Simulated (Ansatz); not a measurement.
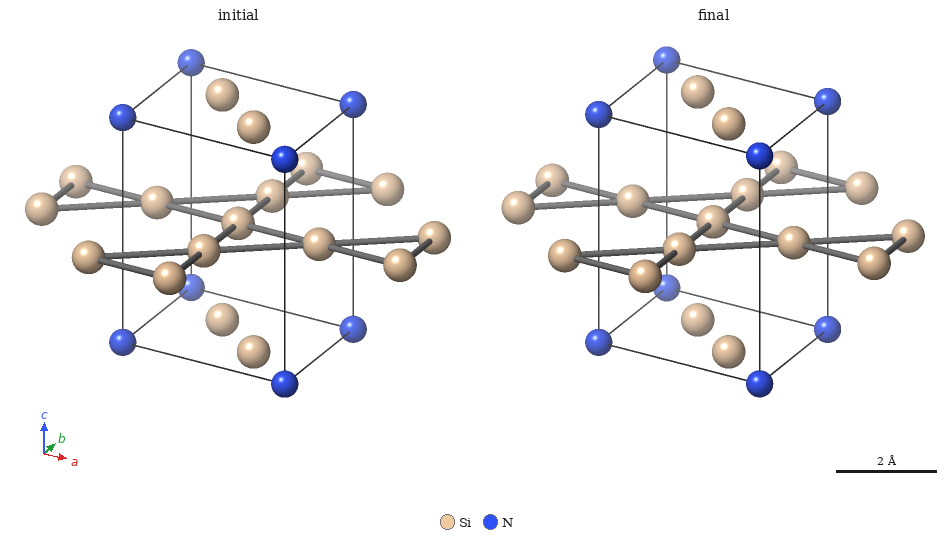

The structure of a crystal of Si5N (a generated structure, set up in P6/mmm) before (left) and after (right) a relaxation, at one scale.

A ball-and-stick model of the cell of the calculation, seen slightly off an axis.

Theory: DFT PBE, scalar-relativistic, plane waves, PAW (Ansatz). Set-up: plane-wave cutoff 420 eV; k-point mesh 12 × 12 × 8; occupations gaussian; smearing width 0.1 eV; collinear spin; cell and atoms relaxed; force threshold 0.01 eV/Å; at most 80 steps.

### What changed between the two?

After 3 accepted moves (4 points after the start) the energy has fallen by 1.6 meV per atom. All forces vanish by symmetry, so only the cell relaxes. The pressure goes from −0.23 to 0.01 GPa. At 1 point the geometry stayed and the basis and grid were re-selected for the new cell (energy shift of less than 0.05 meV per atom at most each time). The atoms keep their places relative to the cell (all moves are under 0.005 Å). The drawn cell changes at constant volume: a = b 4.759 → 4.726 Å (−0.7 %), c 4.658 → 4.722 Å (+1.4 %). Some distances before and after: Si–Si 2.380 → 2.363 Å. The space group stays P6/mmm (No. 191). The run took 3.5 min on 1 thread of Intel(R) Xeon(R) Processor @ 2.70GHz, on a shared host, peak memory 0.57 GiB.
